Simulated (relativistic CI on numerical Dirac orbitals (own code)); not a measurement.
# Hg⁴⁺: 4d photoemission multiplets

Aim: the 4d photoemission spectrum of Hg⁴⁺ in 4 surroundings, from the same atomic integrals.

Program: relativistic CI on numerical Dirac orbitals (own code) version 1. Level of theory: Dirac-Coulomb-Breit CI, KLI orbitals optimised for each configuration, model QED (radiative potential, 1s self-energy scaled to tabulated hydrogen-like ionisation energies), valence Slater integrals scaled by 0.8, multiplet model of photoemission in the sudden approximation. These are calculated values, not measurements, unless marked.

## (1) The system

```
ion            : Hg⁴⁺ (Hg V)
nuclear charge : 80
electrons      : 76
configurations : [Xe] 4f14 5d8 → [Kr] 4d9 4f14 5s2 5p6 5d8
temperature    : 300 K
widths         : Lorentz 3.5 eV, Gauss 0.6 eV
surrounding 1  : free ion
surrounding 2  : Oh, 10Dq = 8500 cm⁻¹
surrounding 3  : Oh, 10Dq = 23450 cm⁻¹
surrounding 4  : Oh, 10Dq = 38400 cm⁻¹
```

## (2) Surrounding 1: free ion

The run's settings:

```ini
atom Hg  Z=80  charge=4  electrons=76
nucleus A=202  rms_radius_fm=5.4648
hamiltonian dirac-coulomb  breit=on  qed=on  c_scale=1
orbitals kli  potential=per-configuration
slater_scale 0.8
correlation none
mixing on
configurations
  [Xe] 4f14 5d8
  [Kr] 4d9 4f14 5s2 5p6 5d8
end
photoemission 4d T=300 lorentz=3.5 gauss=0.6
crystal_field free
```

## (3) Surrounding 2: Oh, 10Dq = 8500

Settings: those of step 2 with these lines changed.

```diff
@@ -12,2 +12,2 @@
 photoemission 4d T=300 lorentz=3.5 gauss=0.6
-crystal_field free
+crystal_field Oh 10Dq=8500
```

## (4) Surrounding 3: Oh, 10Dq = 23450

Settings: those of step 3 with these lines changed.

```diff
@@ -12,2 +12,2 @@
 photoemission 4d T=300 lorentz=3.5 gauss=0.6
-crystal_field Oh 10Dq=8500
+crystal_field Oh 10Dq=23450
```

## (5) Surrounding 4: Oh, 10Dq = 38400

Settings: those of step 4 with these lines changed.

```diff
@@ -12,2 +12,2 @@
 photoemission 4d T=300 lorentz=3.5 gauss=0.6
-crystal_field Oh 10Dq=23450
+crystal_field Oh 10Dq=38400
```

(Steps that only read results are left out.)

What does the calculation give? Wanted: highest peak, first run; ground spin.

As calculated:

| surrounding | ground S | centroid (eV) | spread (eV) | up to four highest peaks (% of the highest), eV |
| --- | --- | --- | --- | --- |
| 1: free | 0.96 | 430.53 | 9.80 | 422.0 (100), 442.4 (77) |
| 2: Oh | 0.98 | 430.56 | 9.78 | 422.0 (100), 442.4 (76) |
| 3: Oh | 0.99 | 430.62 | 9.73 | 422.4 (100), 442.4 (73) |
| 4: Oh | 0.99 | 430.66 | 9.71 | 422.4 (100), 442.4 (71) |

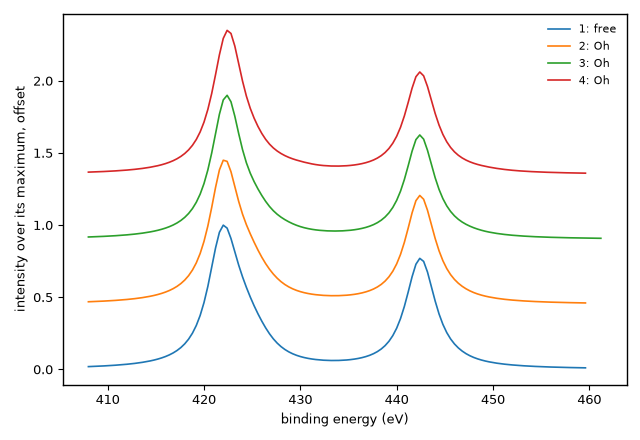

The spectra, each scaled to its maximum and offset.

| quantity | value |
| --- | --- |
| highest peak, first run | 422.0 eV |
| ground spin (effective S from ⟨S²⟩) | 0.96 to 0.99 |

**Reading.** The highest peak stays in place, within the step of the energy grid, in all surroundings. Energies are those of the free ion without screening by ligands; binding energies in solids differ by tens of eV.
